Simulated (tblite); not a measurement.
## Geometry relaxation of C6H10Si

System: C6H10Si.
Method: GFN2-xTB geometry optimisation, gas phase (tblite 0.8.0).

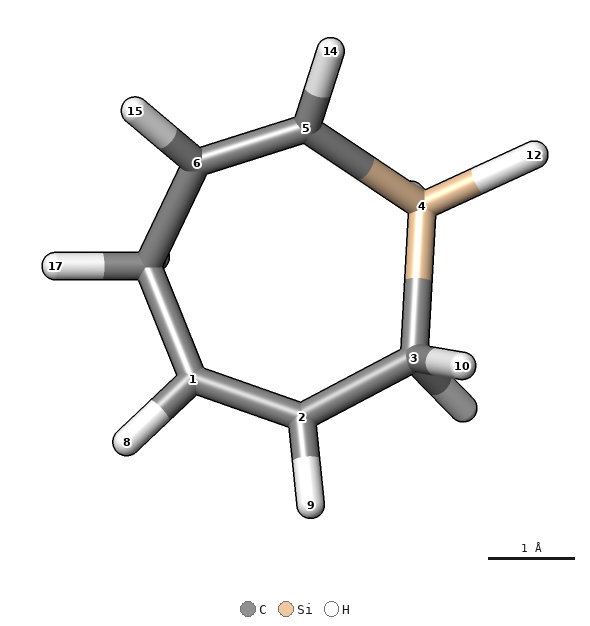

Fig. 1: The input geometry (stick view, seen on its broad side; atoms are numbered from 1 in the order of the input).

Input
```
{"job": {"xc": "GFN2-xTB", "basis": "xTB", "kind": "relax"}, "charge": 0, "multiplicity": 1}
C      0.885300     1.385400    -0.398200
C     -0.373300     1.652700     0.031400
C     -1.531000     0.739900     0.336100
Si    -1.404000    -1.100400     0.129500
C      0.288300    -1.617500     0.650300
C      1.417700    -1.030300     0.221300
C      1.539800     0.093800    -0.779000
H      1.529400     2.260100    -0.538500
H     -0.590500     2.697000     0.228400
H     -1.834300     0.932100     1.378500
H     -2.386100     1.081200    -0.282900
H     -2.418100    -1.806100     0.976700
H     -1.626600    -1.496400    -1.269100
H      0.328900    -2.436200     1.348800
H      2.364000    -1.409000     0.604900
H      1.191200    -0.233600    -1.751700
H      2.612100     0.299400    -0.896300
```

The first line tells a small driver script what to run in tblite; the rest is the geometry in Å.

Run on 1 CPU thread, shared host.

Launched with:
```bash
OMP_NUM_THREADS=1 python <driver script> task.json out
```

The program's output
```
step      E/eV     max force
  0    -533.25917    1.849
  1    -533.31379    1.483
  2    -533.34179    0.324
  3    -533.34977    0.292
  4    -533.37562    0.384
  5    -533.38173    0.261
  6    -533.38597    0.168
  7    -533.38829    0.148
  8    -533.39096    0.150
  9    -533.39320    0.123
 10    -533.39552    0.122
 11    -533.39834    0.136
 12    -533.40165    0.160
 13    -533.40501    0.186
 14    -533.40774    0.148
 15    -533.41017    0.133
 16    -533.41336    0.188
 17    -533.41759    0.231
 18    -533.42205    0.189
 19    -533.42592    0.142
 20    -533.42925    0.130
 21    -533.43223    0.180
 22    -533.43546    0.182
 23    -533.43864    0.129
 24    -533.44124    0.092
 25    -533.44346    0.125
 26    -533.44565    0.149
 27    -533.44789    0.119
 28    -533.45009    0.112
 29    -533.45209    0.108
 30    -533.45385    0.140
 31    -533.45561    0.121
 32    -533.45765    0.113
 33    -533.45981    0.110
 34    -533.46155    0.109
 35    -533.46311    0.094
 36    -533.46429    0.072
 37    -533.46526    0.064
 38    -533.46601    0.069
 39    -533.46659    0.066
 40    -533.46705    0.050
 41    -533.46754    0.060
 42    -533.46804    0.054
 43    -533.46844    0.049
 44    -533.46869    0.035
 45    -533.46889    0.037
 46    -533.46914    0.041
 47    -533.46948    0.045
 48    -533.46985    0.038
 49    -533.47017    0.036
 50    -533.47047    0.040
 51    -533.47081    0.047
 52    -533.47125    0.063
 53    -533.47178    0.073
 54    -533.47233    0.059
 55    -533.47292    0.068
 56    -533.47364    0.082
 57    -533.47464    0.084
 58    -533.47605    0.122
 59    -533.47782    0.125
 60    -533.47989    0.097
 61    -533.48227    0.099
 62    -533.48497    0.098
 63    -533.48594    0.276
 64    -533.48840    0.188
 65    -533.49046    0.119
 66    -533.49237    0.132
 67    -533.49452    0.151
 68    -533.49754    0.115
 69    -533.50139    0.222
 70    -533.50264    0.250
 71    -533.50901    0.239
 72    -533.51311    0.198
 73    -533.51942    0.210
 74    -533.52465    0.174
 75    -533.52930    0.194
 76    -533.52514    0.430
 77    -533.53401    0.250
 78    -533.53695    0.232
 79    -533.53995    0.106
 80    -533.54417    0.232
 81    -533.54724    0.192
 82    -533.55189    0.146
 83    -533.55680    0.138
 84    -533.56071    0.127
 85    -533.56413    0.124
 86    -533.56868    0.145
 87    -533.56744    0.343
 88    -533.57543    0.173
 89    -533.57794    0.119
 90    -533.58449    0.130
 91    -533.58730    0.124
 92    -533.58999    0.097
 93    -533.59135    0.082
 94    -533.59225    0.100
 95    -533.59320    0.092
 96    -533.59482    0.076
 97    -533.59570    0.057
 98    -533.59646    0.061
 99    -533.59694    0.060
100    -533.59740    0.055
101    -533.59780    0.044
102    -533.59812    0.053
103    -533.59844    0.059
104    -533.59878    0.040
105    -533.59899    0.025
106    -533.59914    0.029
107    -533.59923    0.029
108    -533.59933    0.026
109    -533.59944    0.020
110    -533.59952    0.015
111    -533.59958    0.019
112    -533.59962    0.018
113    -533.59967    0.014
114    -533.59971    0.015
115    -533.59975    0.011
116    -533.59979    0.012
117    -533.59981    0.009
118    -533.59982    0.009
119    -533.59984    0.009
120    -533.59985    0.009
121    -533.59987    0.010
122    -533.59989    0.009
123    -533.59991    0.007
124    -533.59992    0.007
125    -533.59993    0.007
126    -533.59993    0.005
127    -533.59993    0.004
128    -533.59994    0.004
129    -533.59994    0.004
130    -533.59994    0.002
```

Trajectory as extended XYZ (Å, eV, eV/Å), 12 frames, from step=0 to step=130
```
17
Properties=species:S:1:pos:R:3:forces:R:3 step=0 energy=-533.25917
C     0.8853    1.3854   -0.3982   -1.6110   0.7760   0.4720
C    -0.3733    1.6527    0.0314    1.4630  -0.6160  -0.3770
C    -1.5310    0.7399    0.3361   -0.4120   1.1600  -0.0500
Si   -1.4040   -1.1004    0.1295   -0.5490  -0.9760  -0.2830
C     0.2883   -1.6175    0.6503    1.0690   0.4440  -0.2990
C     1.4177   -1.0303    0.2213   -0.5420  -0.6260   0.4280
C     1.5398    0.0938   -0.7790    0.4370  -0.1940   0.5190
H     1.5294    2.2601   -0.5385   -0.2160  -0.3010   0.0770
H    -0.5905    2.6970    0.2284   -0.0370  -0.0160  -0.0250
H    -1.8343    0.9321    1.3785    0.0670   0.1240  -0.2180
H    -2.3861    1.0812   -0.2829    0.2910   0.0540   0.2990
H    -2.4181   -1.8061    0.9767    0.2620   0.2730  -0.2340
H    -1.6266   -1.4964   -1.2691   -0.0600   0.0120  -0.0610
H     0.3289   -2.4362    1.3488    0.3480  -0.0740   0.1060
H     2.3640   -1.4090    0.6049   -0.0420   0.1210  -0.0890
H     1.1912   -0.2336   -1.7517   -0.3350  -0.1510  -0.2400
H     2.6121    0.2994   -0.8963   -0.1320  -0.0140  -0.0250
17
Properties=species:S:1:pos:R:3:forces:R:3 step=11 energy=-533.39834
C     0.8613    1.3721   -0.3689   -0.1040   0.0250  -0.0840
C    -0.3735    1.6418    0.0317    0.0800  -0.0560   0.0740
C    -1.5541    0.7695    0.3254    0.0180  -0.0450  -0.0240
Si   -1.3879   -1.1142    0.0853    0.0430   0.0450  -0.0460
C     0.3266   -1.6356    0.6482   -0.0230   0.0460   0.0170
C     1.4442   -1.0445    0.2453   -0.0400  -0.0370   0.0400
C     1.5250    0.0734   -0.7558    0.0280  -0.0370   0.0220
H     1.5097    2.2307   -0.5106    0.0120  -0.0380   0.0610
H    -0.5925    2.6879    0.2148    0.0010   0.1060  -0.0010
H    -1.8355    0.9561    1.3708    0.0260   0.0000  -0.1100
H    -2.3898    1.1558   -0.2712    0.0420  -0.0760   0.0660
H    -2.3936   -1.7658    0.9321   -0.0360  -0.0380   0.0340
H    -1.6455   -1.4964   -1.3126    0.0570   0.0300  -0.0100
H     0.4136   -2.4446    1.3639   -0.0310   0.0220  -0.0350
H     2.3991   -1.3918    0.6244    0.0340   0.0500   0.0160
H     1.1036   -0.2762   -1.7077   -0.0430   0.0400   0.0790
H     2.5825    0.2940   -0.9250   -0.0620  -0.0360  -0.0990
17
Properties=species:S:1:pos:R:3:forces:R:3 step=23 energy=-533.43864
C     0.8806    1.3778   -0.3416   -0.0120  -0.0310  -0.0100
C    -0.3551    1.6568    0.0445    0.0040   0.0470   0.0270
C    -1.5291    0.7616    0.3044    0.0690   0.0700  -0.0310
Si   -1.3462   -1.1154    0.0414    0.0900   0.0400   0.0400
C     0.3424   -1.6364    0.6733    0.0780  -0.0180   0.0330
C     1.4524   -1.0194    0.2908    0.0420   0.0640  -0.0340
C     1.4505    0.0483   -0.7675   -0.0040   0.0070  -0.0320
H     1.5774    2.2072   -0.4140   -0.0520  -0.0730  -0.0010
H    -0.5710    2.7034    0.2427   -0.0170  -0.0070   0.0710
H    -1.8082    0.9405    1.3503   -0.0490  -0.0410  -0.0710
H    -2.3737    1.1245   -0.2907    0.0390   0.0470   0.0450
H    -2.3676   -1.7721    0.8592   -0.1010  -0.0800  -0.0040
H    -1.5237   -1.4445   -1.3784   -0.0170  -0.0460  -0.0430
H     0.4130   -2.4327    1.4013   -0.0050   0.0290   0.0700
H     2.4235   -1.2807    0.7013   -0.0810   0.0050  -0.0030
H     0.8579   -0.3254   -1.6088    0.0210   0.0480  -0.0370
H     2.4697    0.2186   -1.1182   -0.0050  -0.0610  -0.0210
17
Properties=species:S:1:pos:R:3:forces:R:3 step=35 energy=-533.46311
C     0.8959    1.3687   -0.3418   -0.0080  -0.0340   0.0210
C    -0.3202    1.6491    0.1012   -0.0210   0.0010  -0.0480
C    -1.5115    0.7587    0.2925    0.0050  -0.0640  -0.0040
Si   -1.3360   -1.1248    0.0262   -0.0090  -0.0760   0.0090
C     0.3458   -1.5979    0.7230    0.0060  -0.0050  -0.0610
C     1.4401   -0.9881    0.2859   -0.0100   0.0200  -0.0110
C     1.4043    0.0323   -0.8161    0.0170   0.0020  -0.0320
H     1.6197    2.1741   -0.3851   -0.0310  -0.0180   0.0170
H    -0.5183    2.6822    0.3704    0.0030   0.0090   0.0620
H    -1.8426    0.9060    1.3267   -0.0280   0.0440  -0.0260
H    -2.3237    1.1482   -0.3291    0.0170   0.0060   0.0140
H    -2.4050   -1.8237    0.7621    0.0620   0.0680  -0.0180
H    -1.4629   -1.4812   -1.4004    0.0140   0.0270   0.0580
H     0.4340   -2.3371    1.5088   -0.0360   0.0560   0.0020
H     2.4149   -1.1897    0.7152   -0.0010  -0.0220  -0.0020
H     0.7531   -0.3227   -1.6198   -0.0020  -0.0380   0.0270
H     2.4053    0.1580   -1.2297    0.0210   0.0220  -0.0090
17
Properties=species:S:1:pos:R:3:forces:R:3 step=47 energy=-533.46948
C     0.8926    1.3521   -0.3405   -0.0220   0.0250   0.0130
C    -0.3177    1.6339    0.1187   -0.0260  -0.0040  -0.0080
C    -1.5206    0.7543    0.2844    0.0060   0.0090  -0.0030
Si   -1.3328   -1.1275    0.0243    0.0230   0.0380   0.0040
C     0.3517   -1.5805    0.7221   -0.0070  -0.0110  -0.0020
C     1.4482   -0.9829    0.2737   -0.0040  -0.0070   0.0070
C     1.4032    0.0249   -0.8397   -0.0150   0.0120   0.0290
H     1.6182    2.1556   -0.3595    0.0200  -0.0100   0.0130
H    -0.4993    2.6573    0.4383    0.0260  -0.0250  -0.0130
H    -1.8782    0.9168    1.3077   -0.0200  -0.0060  -0.0310
H    -2.3150    1.1464   -0.3591    0.0360  -0.0090   0.0000
H    -2.3992   -1.8083    0.7668   -0.0140  -0.0250   0.0240
H    -1.4506   -1.4810   -1.4004   -0.0050  -0.0030   0.0150
H     0.4291   -2.2887    1.5366    0.0140   0.0100  -0.0180
H     2.4206   -1.1797    0.7114   -0.0050   0.0080  -0.0250
H     0.7450   -0.3434   -1.6295   -0.0180   0.0030  -0.0130
H     2.3978    0.1625   -1.2652    0.0110  -0.0040   0.0070
17
Properties=species:S:1:pos:R:3:forces:R:3 step=59 energy=-533.47782
C     0.8970    1.3432   -0.2984    0.0330  -0.0090   0.0170
C    -0.3136    1.6312    0.1575   -0.0120   0.0130  -0.0460
C    -1.5402    0.7673    0.2356    0.0520   0.0480   0.0070
Si   -1.3276   -1.1287    0.0678   -0.0590   0.0780   0.0110
C     0.3736   -1.5799    0.7215   -0.0130   0.0060   0.0130
C     1.4596   -0.9913    0.2387   -0.0110   0.0370   0.0580
C     1.3827    0.0294   -0.8569   -0.0370   0.0470   0.0040
H     1.6556    2.1146   -0.2453   -0.0320   0.0200  -0.0080
H    -0.4712    2.6467    0.5188   -0.0120  -0.1240   0.0100
H    -2.0052    0.9809    1.2047   -0.0080  -0.0220  -0.0660
H    -2.2550    1.1302   -0.5132    0.0670  -0.0420   0.0570
H    -2.3587   -1.8165    0.8607    0.0270   0.0470  -0.0250
H    -1.4781   -1.5000   -1.3490   -0.0110  -0.0550   0.0030
H     0.4684   -2.2844    1.5359    0.0230  -0.0240   0.0000
H     2.4454   -1.1781    0.6452    0.0280  -0.0670   0.0280
H     0.6937   -0.3229   -1.6271   -0.0020   0.0330  -0.0310
H     2.3665    0.1702   -1.3065   -0.0320   0.0130  -0.0320
17
Properties=species:S:1:pos:R:3:forces:R:3 step=70 energy=-533.50264
C     0.9130    1.3540   -0.1845    0.0040  -0.0800   0.1080
C    -0.3057    1.6121    0.2653    0.0940   0.1470  -0.0250
C    -1.5375    0.7862    0.0748    0.1520  -0.0100   0.0570
Si   -1.3254   -1.1105    0.1952   -0.1140  -0.0760  -0.0010
C     0.4176   -1.5439    0.7265   -0.0010  -0.1600  -0.1150
C     1.4793   -0.9941    0.1506   -0.1310  -0.0620   0.0920
C     1.3294    0.0896   -0.8806    0.0770  -0.0520   0.0170
H     1.7063    2.0583    0.0162    0.0490   0.0580   0.0280
H    -0.4535    2.5488    0.7925   -0.0400  -0.0260   0.0020
H    -2.2692    1.1237    0.7996   -0.1960   0.0120   0.1540
H    -1.9571    1.0298   -0.8986   -0.0560   0.0150  -0.1940
H    -2.2800   -1.7060    1.1383   -0.0120   0.0730   0.0540
H    -1.6042   -1.6844   -1.1335    0.0220  -0.0190  -0.0260
H     0.5664   -2.3127    1.4708    0.0030   0.0120   0.0840
H     2.4755   -1.2907    0.4619    0.0370   0.1850  -0.1330
H     0.5637   -0.1940   -1.6078    0.0720  -0.0410   0.0070
H     2.2744    0.2455   -1.3964    0.0400   0.0240  -0.1090
17
Properties=species:S:1:pos:R:3:forces:R:3 step=82 energy=-533.55189
C     0.9158    1.3623   -0.0525    0.0550  -0.0520   0.0080
C    -0.3303    1.6006    0.3270   -0.1000   0.0730   0.0230
C    -1.5107    0.7748   -0.0756   -0.0190   0.0670  -0.0550
Si   -1.3426   -1.0971    0.3165   -0.0110   0.0650   0.0150
C     0.4382   -1.6039    0.6511   -0.0480   0.0360  -0.0340
C     1.4750   -1.0201    0.0637    0.0090   0.0450  -0.0440
C     1.3156    0.1570   -0.8593   -0.0070   0.0290  -0.0430
H     1.7171    2.0213    0.2573   -0.0450  -0.0550   0.0150
H    -0.5392    2.4684    0.9419    0.0240  -0.0410  -0.0060
H    -2.4157    1.1832    0.3787    0.0830  -0.0550   0.0400
H    -1.6501    0.8912   -1.1543    0.0400  -0.0640  -0.0200
H    -2.1845   -1.3941    1.4828    0.0320  -0.0570   0.0000
H    -1.7864   -1.8494   -0.8704   -0.0850  -0.0070   0.0290
H     0.6136   -2.4287    1.3286    0.0300  -0.0020   0.0160
H     2.4928   -1.3437    0.2503   -0.0190   0.0090   0.0620
H     0.5448   -0.0657   -1.5985   -0.0830   0.0000  -0.0150
H     2.2396    0.3558   -1.3972    0.1450   0.0080   0.0110
17
Properties=species:S:1:pos:R:3:forces:R:3 step=94 energy=-533.59225
C     0.8997    1.3616    0.0368   -0.0050   0.0190  -0.0350
C    -0.3780    1.5697    0.3208    0.0610  -0.0540   0.0160
C    -1.4879    0.7333   -0.2174   -0.0020  -0.0080   0.0010
Si   -1.3903   -1.0618    0.4434    0.0340   0.0420   0.0350
C     0.4062   -1.6186    0.5205   -0.0120  -0.0450   0.0310
C     1.4496   -1.0217   -0.0448    0.0130  -0.0180   0.0190
C     1.3717    0.2462   -0.8511    0.0400  -0.0890   0.0230
H     1.6706    1.9702    0.4861   -0.0070   0.0560  -0.0170
H    -0.6416    2.3659    1.0016   -0.0640   0.0190   0.0260
H    -2.4470    1.1892    0.0171   -0.0520  -0.0120   0.0350
H    -1.4197    0.6887   -1.3052    0.0210   0.0200  -0.0570
H    -1.9780   -1.1231    1.7935    0.0460   0.0010  -0.0590
H    -2.1426   -1.9381   -0.4692   -0.0140   0.0110   0.0130
H     0.6064   -2.5113    1.1032   -0.0440   0.0020  -0.0090
H     2.4461   -1.4260    0.1020   -0.0160   0.0180  -0.0320
H     0.6761    0.1043   -1.6815   -0.0260   0.0270   0.0100
H     2.3516    0.4834   -1.2658    0.0250   0.0120   0.0000
17
Properties=species:S:1:pos:R:3:forces:R:3 step=106 energy=-533.59914
C     0.8921    1.3725    0.0556    0.0020   0.0040   0.0010
C    -0.3938    1.5667    0.3097   -0.0050   0.0090   0.0000
C    -1.4842    0.7191   -0.2492   -0.0120   0.0000   0.0090
Si   -1.3868   -1.0489    0.4673   -0.0130  -0.0050  -0.0020
C     0.3957   -1.6474    0.4833   -0.0060  -0.0020   0.0030
C     1.4471   -1.0405   -0.0560   -0.0040   0.0020   0.0010
C     1.3978    0.2571   -0.8163    0.0020   0.0090  -0.0130
H     1.6383    2.0146    0.5010    0.0180  -0.0080   0.0030
H    -0.6900    2.3659    0.9754   -0.0070   0.0090   0.0000
H    -2.4541    1.1666   -0.0379   -0.0010  -0.0030  -0.0190
H    -1.3863    0.6599   -1.3359   -0.0030   0.0070   0.0170
H    -1.8901   -1.0396    1.8495    0.0060  -0.0020  -0.0110
H    -2.2281   -1.9295   -0.3604    0.0250  -0.0040   0.0150
H     0.5762   -2.5741    1.0161   -0.0060  -0.0050   0.0000
H     2.4360   -1.4727    0.0546   -0.0040  -0.0080  -0.0050
H     0.7306    0.1422   -1.6751    0.0000  -0.0100  -0.0070
H     2.3927    0.5000   -1.1915    0.0080   0.0070   0.0060
17
Properties=species:S:1:pos:R:3:forces:R:3 step=118 energy=-533.59982
C     0.8868    1.3746    0.0633    0.0010  -0.0010  -0.0010
C    -0.4013    1.5689    0.3067   -0.0010   0.0010  -0.0010
C    -1.4856    0.7164   -0.2579   -0.0010   0.0040  -0.0010
Si   -1.3886   -1.0415    0.4815    0.0010  -0.0050  -0.0030
C     0.3895   -1.6509    0.4714    0.0040  -0.0030   0.0040
C     1.4427   -1.0451   -0.0651    0.0020   0.0000   0.0000
C     1.4048    0.2637   -0.8077    0.0010  -0.0020   0.0010
H     1.6310    2.0154    0.5144   -0.0020   0.0020   0.0040
H    -0.7046    2.3695    0.9679    0.0000  -0.0030  -0.0010
H    -2.4593    1.1647   -0.0672    0.0040   0.0010  -0.0020
H    -1.3714    0.6455   -1.3419   -0.0050  -0.0030   0.0040
H    -1.8649   -1.0116    1.8723   -0.0040   0.0040  -0.0040
H    -2.2382   -1.9399   -0.3162    0.0000   0.0020   0.0020
H     0.5642   -2.5907    0.9830    0.0030   0.0000   0.0060
H     2.4268   -1.4922    0.0283   -0.0030  -0.0050  -0.0070
H     0.7545    0.1551   -1.6807   -0.0020   0.0050   0.0010
H     2.4066    0.5103   -1.1619    0.0020   0.0020  -0.0020
17
Properties=species:S:1:pos:R:3:forces:R:3 step=130 energy=-533.59994
C     0.8860    1.3740    0.0665    0.0000   0.0010   0.0000
C    -0.4030    1.5677    0.3057   -0.0010   0.0010  -0.0010
C    -1.4855    0.7149   -0.2614   -0.0010  -0.0010   0.0000
Si   -1.3881   -1.0398    0.4857    0.0000   0.0010   0.0000
C     0.3898   -1.6502    0.4719   -0.0020   0.0000   0.0000
C     1.4420   -1.0466   -0.0695    0.0000  -0.0020   0.0010
C     1.4069    0.2657   -0.8060    0.0000   0.0000   0.0000
H     1.6278    2.0147    0.5217    0.0010   0.0000   0.0000
H    -0.7087    2.3666    0.9678    0.0000   0.0000   0.0000
H    -2.4595    1.1641   -0.0753    0.0000  -0.0010   0.0000
H    -1.3684    0.6399   -1.3447    0.0010   0.0000   0.0010
H    -1.8646   -1.0003    1.8761    0.0000   0.0000   0.0000
H    -2.2397   -1.9419   -0.3053    0.0000   0.0010   0.0000
H     0.5647   -2.5917    0.9804    0.0000   0.0000   0.0000
H     2.4240   -1.5000    0.0144    0.0010   0.0000   0.0000
H     0.7593    0.1618   -1.6818    0.0000   0.0000  -0.0010
H     2.4100    0.5133   -1.1561    0.0000   0.0010   0.0000
```

Results in brief

```csv
quantity,value
outcome,converged
total energy,−533.5999 eV
wall time,1.5 s
peak memory,0.18 GiB
```
